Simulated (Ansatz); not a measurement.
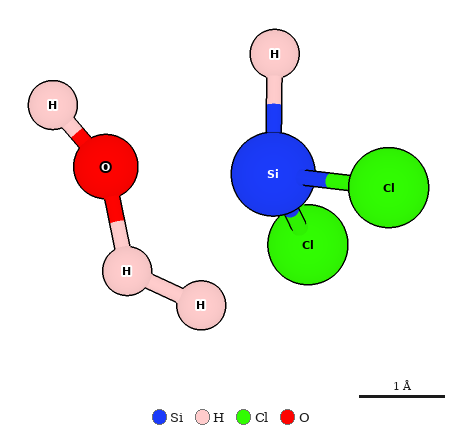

SiH4OCl2, before the constrained relaxation. A ball-and-stick model, seen from a free direction.

The reaction that was planned forms Si1–O7, H2–H6 and breaks Si1–H2, H6–O7 (atoms numbered from 1 in input order).

Theory: RKS PBE0-D4/def2-SVP in Ansatz.

The input:
```yaml
crystal:
  periodic: [false, false, false]
  atoms:
    - {symbol: Si, position_ang: [-0.546200, -0.330400, -0.354400]}
    - {symbol: H, position_ang: [0.986100, -0.899500, 0.566000]}
    - {symbol: Cl, position_ang: [0.054200, -1.299300, -2.019700]}
    - {symbol: Cl, position_ang: [-1.744100, -1.309700, 0.938800]}
    - {symbol: H, position_ang: [-1.419600, 0.710800, -0.887900]}
    - {symbol: H, position_ang: [1.305300, -0.003100, 0.804000]}
    - {symbol: O, position_ang: [0.713300, 1.083500, 0.462700]}
    - {symbol: H, position_ang: [0.651100, 2.047700, 0.490600]}
basis:
  gaussian: {orbitals: def2-SVP}
hamiltonian: {xc: pbe0, dispersion: d4}
relax: {f_tol: 0.08, max_steps: 120, escape_saddle: false, constraints: [{distance: [0, 6]}, {distance: [1, 5]}, {distance: [0, 1]}, {distance: [5, 6]}]}
```

### Predict the outcome.

The largest move after the best rigid fit is that of H8, 0.44 Å. By element the largest moves are H 0.44 Å, O 0.27 Å, Cl 0.21 Å, Si 0.10 Å. Some distances before and after: Si1–H6 2.208 → 1.935 Å, Si1–Cl4 2.017 → 2.061 Å, Si1–Cl3 2.018 → 2.053 Å, Si1–H5 1.460 → 1.481 Å. Among the angles between lasting bonds that change: H6–O7–H8 150.0° → 122.8°. The optimiser took 9 steps.

Final geometry:

```xyz
8

Si   -0.4776   -0.2637   -0.3810
H     0.9988   -0.9592    0.5439
Cl    0.0949   -1.4111   -1.9848
Cl   -1.6575   -1.1572    1.0540
H    -1.3963    0.7355   -0.9730
H     1.1369    0.0059    0.6515
O     0.8416    1.1896    0.2523
H     0.4593    1.8603    0.8372
```

After the run, drawn alike:

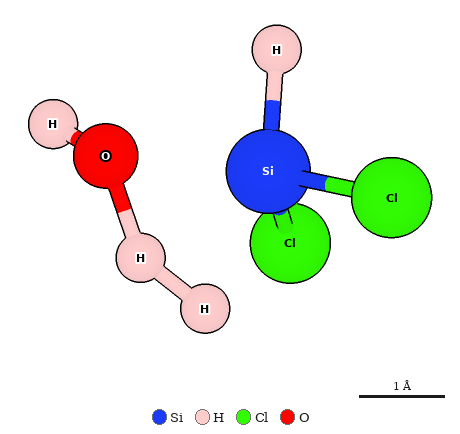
